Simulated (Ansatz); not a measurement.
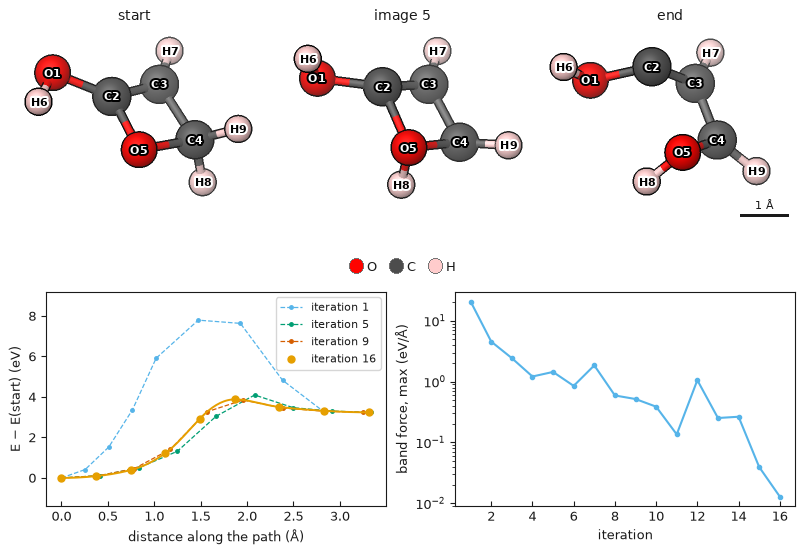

NEB run on C3H4O2. Images are numbered from 0 (start) to 8 (end). The plot follows the band through its iterations. A ball-and-stick model, seen from a free direction.

Method: Ansatz, UKS PBE0-D4/STO-3G. Settings: 7 movable images; climbing image; force threshold 0.03 eV/Å; iteration limit 60; starting path through a guess of the saddle point.

**Did the band converge, and can the barrier be trusted?**

The result is final at these settings. The band converged in 16 iterations. The largest component of the band force went from 21 to 0.013 eV/Å. The climbing image converged on the top of the path. Its vibrational analysis gives one imaginary mode (1202i cm⁻¹), as a transition state must have. The first iteration put the highest image at 7.79 eV. The highest point, image 5, lies 3.88 eV above the start and 0.64 eV above the end; the end is at +3.24 eV relative to the start.

Limits of the set-up: STO-3G is a minimal basis, so the numbers are rough.
